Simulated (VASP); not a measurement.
# Y3Ti: cell size against the level of theory, part 2 of 3

How much does the cell of Y3Ti depend on the functional? The cell is invented: it takes the structure of a Materials Project entry for Tb3Zr (space group 139 there), with all of its atoms replaced by other elements, volume scaled by an estimate. It may not be a known or stable phase.

VASP 6.6.1, plane waves and PAW; the level of theory is named at each step.

So far. Step 2 (Relaxation with PBE): It ends with forces that vanish by symmetry and a pressure of -0.01 GPa. The conventional cell has a = 4.828 and c = 9.569 Å.

## 3. Relaxation with LDA

This step: LDA; plane waves and PAW (Y_sv, Ti_sv); invented cell (VASP 6.6.1).

LDA, the lowest rung, knows the local density alone.

Contents of INCAR:

```
SYSTEM = Y3Ti
PREC = Accurate
ENCUT = 520
EDIFF = 1E-06
NELM = 100
ISMEAR = -1
SIGMA = 0.05
LREAL = .FALSE.
ALGO = Normal
GGA = CA
LORBIT = 11
LWAVE = .FALSE.
LCHARG = .FALSE.
KPAR = 2
IBRION = 2
NSW = 60
ISIF = 3
EDIFFG = -0.01
```

Contents of POSCAR:

```
Y3Ti
1.0
   -2.4239180000      2.4239180000      4.8257120000
    2.4239180000     -2.4239180000      4.8257120000
    2.4239180000      2.4239180000     -4.8257120000
Y Ti
3 1
Direct
    0.7500000000      0.2500000000      0.5000000000
    0.2500000000      0.7500000000      0.5000000000
    0.5000000000      0.5000000000      0.0000000000
    0.0000000000      0.0000000000      0.0000000000
```

Contents of KPOINTS:

```
Automatic mesh
0
Gamma
7 7 7
0 0 0
```

The projector-augmented-wave data sets are Y_sv and Ti_sv (PBE family, release 64).

Launch:

```console
mpirun -np 2 vasp_std
```

Output:

```text
[banner, memory and clock lines left out]
running    2 mpi-ranks, on    1 nodes
 distrk:  each k-point on    1 cores,    2 groups
 distr:  one band on    1 cores,    1 groups

 POSCAR found type information on POSCAR Y Ti
 POSCAR found :  2 types and       4 ions
|                                                                             |
|               ----> ADVICE to this user running VASP <----                  |
|                                                                             |
|     You enforced a specific xc type in the INCAR file but a different       |
|     [... a line on the potential file left out ...]
|     I HOPE YOU KNOW WHAT YOU ARE DOING!                                     |
|                                                                             |

 LDA part: xc-table for (Slater(with rela. corr.)+CA(PZ))
 , standard interpolation
 POSCAR, INCAR and KPOINTS ok, starting setup
 FFT: planning ... GRIDC
 FFT: planning ... GRID_SOFT
 FFT: planning ... GRID
 WAVECAR not read
 entering main loop
       N       E                     dE             d eps       ncg     rms          rms(c)
DAV:   1     0.351196391850E+03    0.35120E+03   -0.22139E+04  2160   0.164E+03
DAV:   2     0.877494522092E+01   -0.34242E+03   -0.33764E+03  2239   0.451E+02
DAV:   3    -0.277461518741E+02   -0.36521E+02   -0.35330E+02  3618   0.101E+02
DAV:   4    -0.311286742414E+02   -0.33825E+01   -0.32935E+01  3184   0.264E+01
DAV:   5    -0.313128009623E+02   -0.18413E+00   -0.18149E+00  3226   0.548E+00    0.476E+01
DAV:   6    -0.362543179949E+02   -0.49415E+01   -0.83201E+01  2784   0.276E+01    0.307E+01
DAV:   7    -0.322623547242E+02    0.39920E+01   -0.23888E+02  2951   0.436E+01    0.312E+01
DAV:   8    -0.316438053970E+02    0.61855E+00   -0.65935E+00  2972   0.908E+00    0.148E+01
DAV:   9    -0.296041831211E+02    0.20396E+01   -0.23185E+00  2836   0.638E+00    0.101E+01
DAV:  10    -0.287926937569E+02    0.81149E+00   -0.14810E+00  3360   0.465E+00    0.544E+00
DAV:  11    -0.286430871701E+02    0.14961E+00   -0.20558E-01  3042   0.177E+00    0.399E+00
DAV:  12    -0.286989175118E+02   -0.55830E-01   -0.30494E+00  2922   0.635E+00    0.581E+00
DAV:  13    -0.285594132432E+02    0.13950E+00   -0.23721E+00  2702   0.522E+00    0.214E+00
DAV:  14    -0.285389637161E+02    0.20450E-01   -0.19448E-01  2651   0.165E+00    0.550E-01
DAV:  15    -0.285398016402E+02   -0.83792E-03   -0.14801E-02  2751   0.595E-01    0.315E-01
DAV:  16    -0.285395920403E+02    0.20960E-03   -0.74530E-04  2736   0.144E-01    0.239E-01
DAV:  17    -0.285392009646E+02    0.39108E-03   -0.68477E-03  2936   0.288E-01    0.130E-01
DAV:  18    -0.285390828879E+02    0.11808E-03   -0.53310E-04  3016   0.797E-02    0.544E-02
DAV:  19    -0.285390874480E+02   -0.45601E-05   -0.29518E-05  2565   0.253E-02    0.534E-02
DAV:  20    -0.285391031483E+02   -0.15700E-04   -0.14355E-05  2194   0.128E-02    0.644E-02
DAV:  21    -0.285390624236E+02    0.40725E-04   -0.23739E-04  2554   0.542E-02    0.452E-03
DAV:  22    -0.285390629971E+02   -0.57349E-06   -0.65478E-06  2184   0.888E-03
   1 F= -.28539063E+02 E0= -.28511883E+02  d E =-.285391E+02
 curvature:   0.00 expect dE= 0.000E+00 dE for cont linesearch  0.000E+00
 trial: gam= 0.00000 g(F)=  0.195E-50 g(S)=  0.471E+00 ort = 0.000E+00 (trialstep = 0.100E+01)
 search vector abs. value=  0.471E+00
 bond charge predicted
       N       E                     dE             d eps       ncg     rms          rms(c)
DAV:   1    -0.371996664062E+02   -0.86606E+01   -0.17887E+02  2594   0.999E+01    0.235E+01
DAV:   2    -0.359319788339E+02    0.12677E+01   -0.89037E+01  2867   0.470E+01    0.350E+01
DAV:   3    -0.305442747082E+02    0.53877E+01   -0.13389E+02  2811   0.376E+01    0.139E+01
DAV:   4    -0.286343525914E+02    0.19099E+01   -0.96512E+00  2988   0.158E+01    0.824E+00
DAV:   5    -0.285977905537E+02    0.36562E-01   -0.13388E+00  2865   0.445E+00    0.478E+00
DAV:   6    -0.286457280549E+02   -0.47938E-01   -0.28896E-01  3322   0.221E+00    0.219E+00
DAV:   7    -0.287217841488E+02   -0.76056E-01   -0.20806E-01  2941   0.203E+00    0.497E-01
DAV:   8    -0.287317459952E+02   -0.99618E-02   -0.21272E-02  3102   0.616E-01    0.370E-01
DAV:   9    -0.287371984367E+02   -0.54524E-02   -0.66333E-03  2749   0.327E-01    0.116E-01
DAV:  10    -0.287387615210E+02   -0.15631E-02   -0.33570E-03  3068   0.217E-01    0.768E-02
DAV:  11    -0.287390073982E+02   -0.24588E-03   -0.72292E-04  3037   0.954E-02    0.240E-02
DAV:  12    -0.287390378742E+02   -0.30476E-04   -0.15496E-04  2711   0.477E-02    0.105E-02
DAV:  13    -0.287390391414E+02   -0.12671E-05   -0.11984E-05  2681   0.142E-02    0.491E-03
DAV:  14    -0.287390392934E+02   -0.15205E-06   -0.16737E-06  1666   0.720E-03
   2 F= -.28739039E+02 E0= -.28718111E+02  d E =-.199976E+00
[...]
3 F= -.28746778E+02 E0= -.28725053E+02  d E =-.207715E+00
[...]
4 F= -.28746729E+02 E0= -.28724911E+02  d E =-.207666E+00
[...]
5 F= -.28746898E+02 E0= -.28725140E+02  d E =-.169531E-03
[...]
6 F= -.28747102E+02 E0= -.28725503E+02  d E =-.373372E-03
[...]
7 F= -.28747095E+02 E0= -.28725632E+02  d E =0.657712E-05
 trial-energy change:    0.000007  1 .order   -0.000004   -0.000199    0.000192
 step:   0.7272(harm=  0.7874)  dis= 0.00000  next Energy=   -28.747148 (dE=-0.458E-04)
 bond charge predicted
       N       E                     dE             d eps       ncg     rms          rms(c)
DAV:   1    -0.287488476416E+02   -0.17525E-02   -0.32249E-02  2891   0.135E+00    0.392E-01
DAV:   2    -0.287540651021E+02   -0.52175E-02   -0.74602E-02  2831   0.105E+00    0.883E-01
DAV:   3    -0.287471297185E+02    0.69354E-02   -0.41749E-02  2749   0.668E-01    0.121E-01
DAV:   4    -0.287471092500E+02    0.20469E-04   -0.24558E-03  3122   0.183E-01    0.719E-02
DAV:   5    -0.287471091672E+02    0.82769E-07   -0.24026E-04  2787   0.624E-02    0.468E-02
DAV:   6    -0.287471251891E+02   -0.16022E-04   -0.31298E-05  2700   0.200E-02    0.241E-02
DAV:   7    -0.287471434918E+02   -0.18303E-04   -0.28469E-05  2361   0.190E-02    0.714E-03
DAV:   8    -0.287471457848E+02   -0.22930E-05   -0.40641E-06  2334   0.969E-03    0.586E-03
DAV:   9    -0.287471468302E+02   -0.10454E-05   -0.19925E-06  1668   0.668E-03    0.149E-03
DAV:  10    -0.287471469351E+02   -0.10490E-06   -0.41834E-07  1188   0.402E-03
   8 F= -.28747147E+02 E0= -.28725612E+02  d E =-.449142E-04
 curvature:  -0.39 expect dE=-0.221E-06 dE for cont linesearch -0.728E-10
 trial: gam= 0.00122 g(F)=  0.100E-51 g(S)=  0.565E-06 ort = 0.155E-06 (trialstep = 0.138E+01)
 search vector abs. value=  0.566E-06
 reached required accuracy - stopping structural energy minimisation
```

The job ended after 12 min (2 MPI ranks of AMD EPYC 7R43, shared host; peak memory 0.71 GiB; 25 min of CPU time).

From OUTCAR (step 3):

```text
The static configuration has the point symmetry D_4h.

 Found     40 irreducible k-points:

   NELECT =      45.0000    total number of electrons

 E-fermi :   4.2938

 k-point     1 :       0.0000    0.0000    0.0000
  band No.  band energies     occupation
    ...
     17      -0.7929      2.00000
     18       2.1232      2.00000
     19       2.9938      2.00000
     20       3.0805      2.00000
     21       3.4602      2.00000
     22       4.4093      0.18043
     23       4.4093      0.18043
     24       4.4278      0.12827
     25       4.4278      0.12827
     26       5.7177      0.00000
    ...

 k-point     2 :       0.1429    0.0000    0.0000
  band No.  band energies     occupation
    ...
     19       3.1394      2.00000
     20       3.1401      2.00000
     21       3.4808      2.00000
     22       3.9621      1.99737
     23       4.1119      1.94875
     24       4.5384      0.01489
     25       4.7459      0.00024
     26       5.5997      0.00000
     27       5.8807      0.00000

  Total       -0.0028230     -0.0028230      0.0055589      0.0000000     -0.0000000      0.0000000
  in kB       -0.0446263     -0.0446263      0.0878769      0.0000000     -0.0000000      0.0000000
  external PRESSURE =      -0.0004586 kB  Pullay stress =       0.0000000 kB

  energy-cutoff  :      520.00
  volume of cell :      101.35
      direct lattice vectors                 reciprocal lattice vectors
    -2.340842275  2.340842275  4.624071659     0.000000000  0.213598330  0.108129812
     2.340842275 -2.340842275  4.624071659     0.213598330  0.000000000  0.108129812
     2.340842275  2.340842275 -4.624071659     0.213598330  0.213598330  0.000000000

 POSITION                                       TOTAL-FORCE (eV/Angst)
 -----------------------------------------------------------------------------------
     -0.00000      2.34084      2.31204        -0.000000      0.000000      0.000000
      2.34084     -0.00000      2.31204        -0.000000      0.000000      0.000000
      0.00000      0.00000      4.62407         0.000000     -0.000000     -0.000000
      0.00000      0.00000      0.00000         0.000000     -0.000000     -0.000000
 -----------------------------------------------------------------------------------
    total drift:                                0.000000     -0.000000      0.000000

  FREE ENERGIE OF THE ION-ELECTRON SYSTEM (eV)
  ---------------------------------------------------
  free  energy   TOTEN  =       -28.7471469351 eV

  energy  without entropy=      -28.7040773228  energy(sigma->0) =      -28.72561213

 total charge
# of ion       s       p       d       f       tot
--------------------------------------------------
    1        2.311   6.259   1.164   0.016   9.750
    2        2.311   6.259   1.164   0.016   9.750
    3        2.314   6.258   1.168   0.015   9.755
    4        2.235   6.053   1.879   0.000  10.166
--------------------------------------------------
tot          9.171  24.829   5.375   0.046  39.422

[... 8 parts as in an earlier step ...]

[... 5 further parts left out ...]
```

The PAW data sets were made with PBE, though LDA sets exist; this is a small mismatch. After so large a change of volume the plane waves of the start cell no longer fit, so the final stress carries a basis-set error.

Step by step:

```
step  energy less that of the first step (eV)  largest force (eV/Å)  pressure (GPa)  volume (Å³)
   1                                   0.0000                0.0000           -5.10       113.41
   2                                  -0.2000                0.0000            1.17        99.24
   3                                  -0.2077                0.0000            0.03       101.31
   4                                  -0.2077                0.0000           -0.09       101.54
   5                                  -0.2078                0.0000           -0.10       101.53
   6                                  -0.2080                0.0000           -0.09       101.51
   7                                  -0.2080                0.0000            0.09       101.17
   8                                  -0.2081                0.0000            0.00       101.35
```

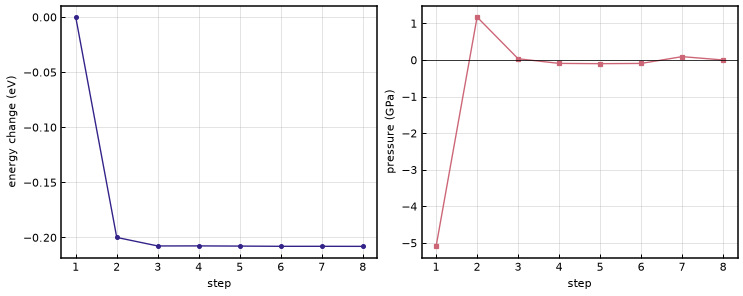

Energy and pressure along the relaxation.

```
conventional cell, symmetrised  before  after   change
                         a (Å)   4.848  4.682   -3.4 %
                         b (Å)   4.848  4.682   -3.4 %
                         c (Å)   9.651  9.248   -4.2 %
              volume (Å³/atom)   28.35  25.34  -10.6 %
```

Final coordinates:

```cif
data_structure
_symmetry_space_group_name_H-M 'P 1'
_symmetry_Int_Tables_number 1
_cell_length_a 5.6869
_cell_length_b 5.6869
_cell_length_c 5.6869
_cell_angle_alpha 131.387
_cell_angle_beta 131.387
_cell_angle_gamma 71.199
_cell_volume 101.35
loop_
_atom_site_label
_atom_site_type_symbol
_atom_site_fract_x
_atom_site_fract_y
_atom_site_fract_z
_atom_site_occupancy
Y1 Y 0.75000 0.25000 0.50000 1
Y2 Y 0.25000 0.75000 0.50000 1
Y3 Y 0.50000 0.50000 0.00000 1
Ti4 Ti 0.00000 0.00000 0.00000 1
```

Numbers from this step:

| Item | Value |
| --- | --- |
| free energy (TOTEN) | -28.75 eV |
| energy at zero smearing | -28.73 eV |
| Fermi energy | 4.294 eV |
| pressure | -4.59e-5 GPa |
| SCF cycles over all ionic steps | 91 |

It ends at 25.34 Å³/atom, -10.6 % from the start, with 0.00 GPa left. The conventional cell has a = 4.682 and c = 9.248 Å.

## 4. Relaxation with PBEsol

This step: PBEsol; plane waves and PAW (Y_sv, Ti_sv); invented cell (VASP 6.6.1).

PBEsol restores the gradient expansion of exchange and is tuned for the cells of solids.

INCAR, as its differences from that of step 3:

```diff
@@ -9,3 +9,3 @@
 ALGO = Normal
-GGA = CA
+GGA = PS
 LORBIT = 11
```

POSCAR is that of step 3.

KPOINTS is that of step 3.

Launch:

```console
mpirun -np 2 vasp_std
```

Output:

```text
[banner, memory and clock lines left out]
running    2 mpi-ranks, on    1 nodes
[...]
[... a notice as in an earlier step ...]

 LDA part: xc-table for (Slater+PW92), standard interpolation
 POSCAR, INCAR and KPOINTS ok, starting setup
[...]
entering main loop
       N       E                     dE             d eps       ncg     rms          rms(c)
DAV:   1     0.352662240660E+03    0.35266E+03   -0.22161E+04  2160   0.164E+03
DAV:   2     0.968146548226E+01   -0.34298E+03   -0.33815E+03  2239   0.452E+02
DAV:   3    -0.271310459439E+02   -0.36813E+02   -0.35644E+02  3621   0.102E+02
DAV:   4    -0.305137865039E+02   -0.33827E+01   -0.32936E+01  3184   0.266E+01
[...]
DAV:  21    -0.278894885514E+02    0.11452E-04   -0.15872E-05  2421   0.202E-02    0.359E-02
DAV:  22    -0.278894806048E+02    0.79466E-05   -0.53124E-05  2565   0.244E-02    0.324E-03
DAV:  23    -0.278894807544E+02   -0.14958E-06   -0.16089E-06  1909   0.500E-03
   1 F= -.27889481E+02 E0= -.27861668E+02  d E =-.278895E+02
[... from here on, the cycles between the ionic steps are left out ...]
   2 F= -.27962839E+02 E0= -.27939583E+02  d E =-.733582E-01
   3 F= -.27965010E+02 E0= -.27941188E+02  d E =-.755291E-01
   4 F= -.27964989E+02 E0= -.27941095E+02  d E =-.755086E-01
   5 F= -.27965092E+02 E0= -.27941229E+02  d E =-.102977E-03
   6 F= -.27965216E+02 E0= -.27941438E+02  d E =-.226656E-03
[...]
reached required accuracy - stopping structural energy minimisation
```

The job ended after 9.1 min (2 MPI ranks; peak memory 0.8 GiB).

OUTCAR, selected parts (step 4):

```text
  Total       -0.0396055     -0.0396055     -0.0363190      0.0000000     -0.0000000     -0.0000000
  in kB       -0.5984494     -0.5984494     -0.5487894      0.0000000     -0.0000000     -0.0000000
  external PRESSURE =      -0.5818961 kB  Pullay stress =       0.0000000 kB

 POSITION                                       TOTAL-FORCE (eV/Angst)
 -----------------------------------------------------------------------------------
     -0.00000      2.37525      2.34926         0.000000     -0.000000     -0.000000
      2.37525     -0.00000      2.34926         0.000000      0.000000      0.000000
      2.37525      2.37525      0.00000        -0.000000      0.000000     -0.000000
      2.37525      2.37525     -4.69852        -0.000000      0.000000     -0.000000
 -----------------------------------------------------------------------------------
    total drift:                               -0.000000     -0.000000     -0.000000

  FREE ENERGIE OF THE ION-ELECTRON SYSTEM (eV)
  ---------------------------------------------------
  free  energy   TOTEN  =       -27.9652160195 eV

  energy  without entropy=      -27.9176607308  energy(sigma->0) =      -27.94143838

[... 2 parts as in an earlier step ...]

[... 2 further parts left out ...]
[key lines of the parts left out:]
E-fermi :   4.1602
```

The PAW data sets were made with PBE, which is usual practice but a small mismatch for other functionals.

Step by step:

```
step  energy less that of the first step (eV)  largest force (eV/Å)  pressure (GPa)  volume (Å³)
   1                                   0.0000                0.0000           -3.07       113.41
   2                                  -0.0734                0.0000            0.58       104.73
   3                                  -0.0755                0.0000            0.02       105.90
   4                                  -0.0755                0.0000           -0.05       106.05
   5                                  -0.0756                0.0000           -0.06       106.05
   6                                  -0.0757                0.0000           -0.06       106.03
```

```
conventional cell, symmetrised  before  after  change
                         a (Å)   4.848  4.750  -2.0 %
                         b (Å)   4.848  4.750  -2.0 %
                         c (Å)   9.651  9.397  -2.6 %
              volume (Å³/atom)   28.35  26.51  -6.5 %
```

The relaxed structure:

```
Y Ti
1.0
    -2.37525    2.37525    4.69852
     2.37525   -2.37525    4.69852
     2.37525    2.37525   -4.69852
Y Ti
3 1
Cartesian
  0.0000 2.3752 2.3493
  2.3752 0.0000 2.3493
  0.0000 0.0000 4.6985
  0.0000 0.0000 0.0000
```

It ends at 26.51 Å³/atom, -6.5 % from the start, with -0.06 GPa left. The conventional cell has a = 4.750 and c = 9.397 Å.

## 5. Relaxation with r2SCAN

This step: r2SCAN; plane waves and PAW (Y_sv, Ti_sv); invented cell (VASP 6.6.1).

r2SCAN adds the kinetic-energy density, costs more than a GGA and is run with LASPH.

INCAR, as its differences from that of step 4:

```diff
@@ -9,3 +9,4 @@
 ALGO = Normal
-GGA = PS
+METAGGA = R2SCAN
+LASPH = .TRUE.
 LORBIT = 11
```

POSCAR is that of step 4.

KPOINTS is that of step 4.

Launch:

```console
mpirun -np 2 vasp_std
```

Output:

```text
[banner, memory and clock lines left out]
running    2 mpi-ranks, on    1 nodes
[...]
[... a notice as in an earlier step ...]

 LDA part: xc-table for (None), standard interpolation
 POSCAR, INCAR and KPOINTS ok, starting setup
[...]
entering main loop
       N       E                     dE             d eps       ncg     rms          rms(c)
DAV:   1     0.311670813950E+03    0.31167E+03   -0.22745E+04  2160   0.169E+03
DAV:   2    -0.435681889825E+02   -0.35524E+03   -0.35035E+03  2239   0.467E+02
DAV:   3    -0.845245580089E+02   -0.40956E+02   -0.39697E+02  3656   0.106E+02
DAV:   4    -0.891787747819E+02   -0.46542E+01   -0.45548E+01  3184   0.296E+01
[...]
DAV:  21    -0.727592720675E+02   -0.30571E-06   -0.11473E-05  2157   0.128E-02    0.115E-02
DAV:  22    -0.727592717058E+02    0.36171E-06   -0.11850E-05  2083   0.102E-02    0.749E-03
DAV:  23    -0.727592715192E+02    0.18656E-06   -0.17762E-06  1771   0.442E-03
   1 F= -.72759272E+02 E0= -.72730077E+02  d E =-.727593E+02
[...]
N       E                     dE             d eps       ncg     rms          rms(c)
DAV:   1    -0.727609060228E+02   -0.16343E-02   -0.72523E-02  2291   0.222E+00    0.329E-01
DAV:   2    -0.727625623982E+02   -0.16564E-02   -0.31245E-02  2832   0.759E-01    0.633E-01
DAV:   3    -0.727597072598E+02    0.28551E-02   -0.23783E-02  2742   0.424E-01    0.194E-01
DAV:   4    -0.727595445619E+02    0.16270E-03   -0.20289E-03  2980   0.222E-01    0.483E-02
DAV:   5    -0.727595622984E+02   -0.17736E-04   -0.24744E-04  3079   0.876E-02    0.375E-02
DAV:   6    -0.727595700340E+02   -0.77356E-05   -0.25269E-05  2581   0.257E-02    0.221E-02
 hard stop encountered!  aborting job ...
|                                                                             |
|           W    W    AA    RRRRR   N    N  II  N    N   GGGG   !!!           |
|           W    W   A  A   R    R  NN   N  II  NN   N  G    G  !!!           |
|           W    W  A    A  R    R  N N  N  II  N N  N  G       !!!           |
|           W WW W  AAAAAA  RRRRR   N  N N  II  N  N N  G  GGG   !            |
|           WW  WW  A    A  R   R   N   NN  II  N   NN  G    G                |
|           W    W  A    A  R    R  N    N  II  N    N   GGGG   !!!           |
|                                                                             |
|     The electronic self-consistency was not achieved in the given           |
|     number of steps (NELM). The forces and other quantities evaluated       |
|     might not be reliable so examine the results carefully. If you find     |
|     spurious results, we suggest increasing NELM, if you were close to      |
|     convergence or switching to a different ALGO or adjusting the           |
|     density mixing parameters otherwise.                                    |
|                                                                             |

 soft stop encountered!  aborting job ...
   2 F= -.72759570E+02 E0= -.72730492E+02  d E =-.581556E-01
 deleting file STOPCAR
```

Elapsed: 16 min, on 2 MPI ranks; peak memory 0.83 GiB.

The run was stopped at its time limit, by a STOPCAR file.

By then 1 ionic step had been finished.

More ranks or a longer limit would be the way on, or going on from the last geometry.

(Part 2 of 3 ends here.)

[Lines on the potential files, build, host, timing and source positions are cut from VASP's logs without a mark.]

[Logs are printed without paths, hosts, clocks, repeated set-up lines and the standing remarks that a program may print on its own settings, such as how far it seeks lower states.]

[Hosts, paths, dates, database ids (printed as entryN), source tags and the programs' standing remarks are cut or masked in the printed files.]

[A measured line is paired with the nearest computed mode of its activity, which favours agreement.]
